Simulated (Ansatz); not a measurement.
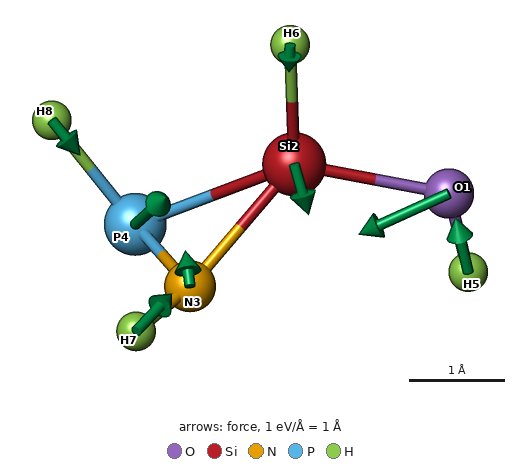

Starting geometry of SiPNH4O with the computed forces as green arrows. Style: ball-and-stick. Shown face on.

The start comes from PBE-D4/def2-SVP.

All numbers below come from RKS PBE0-D4/def2-TZVP (Ansatz 0.2.0).

Input
```yaml
crystal:
  periodic: [false, false, false]
  atoms:
    - {symbol: O, position_ang: [-0.401156, 1.880664, -0.774698]}
    - {symbol: Si, position_ang: [0.102873, 0.594286, 0.162998]}
    - {symbol: N, position_ang: [0.446932, -0.916419, -0.556783]}
    - {symbol: P, position_ang: [-0.971533, -1.336502, 0.504359]}
    - {symbol: H, position_ang: [-0.965960, 1.636885, -1.530335]}
    - {symbol: H, position_ang: [0.995506, 1.209758, 1.187666]}
    - {symbol: H, position_ang: [1.199915, -1.544845, -0.842463]}
    - {symbol: H, position_ang: [-0.314375, -1.580928, 1.793556]}
basis:
  gaussian: {orbitals: def2-TZVP}
hamiltonian: {xc: pbe0, dispersion: d4}
relax: {f_tol: 0.005, max_steps: 150}
```

Run as
```bash
ansatz run in.yaml --threads 2 --pin off --events-out ev --progress --plain --max-ram 4352MiB
```

Question: Is this structure relaxed? If not, where do the atoms go?

Answer: It isn't relaxed: the largest force vector, on O1, is 1.07 eV/Å. The final displacements follow the starting forces only in part (cosine between the two patterns 0.62). After 9 accepted moves (11 points after the start) the energy has fallen by 1.80 kcal/mol. Largest force component: 1.1 eV/Å at the start, 0.0024 eV/Å at the end. The line search rejected the trial steps at points 5, 9 of the run. The atom that moves furthest after the best rigid fit is H7 (0.066 Å). By element the largest moves are H 0.066 Å, O 0.047 Å, P 0.038 Å, Si 0.015 Å, N 0.014 Å. Near-neighbour distances that change, for instance: Si2–P4 2.236 → 2.190 Å, O1–Si2 1.670 → 1.632 Å, N3–P4 1.821 → 1.787 Å, P4–H8 1.468 → 1.440 Å. Among the angles between lasting bonds that change: Si2–O1–H5 114.7° → 117.1°, Si2–N3–H7 144.1° → 141.7°.
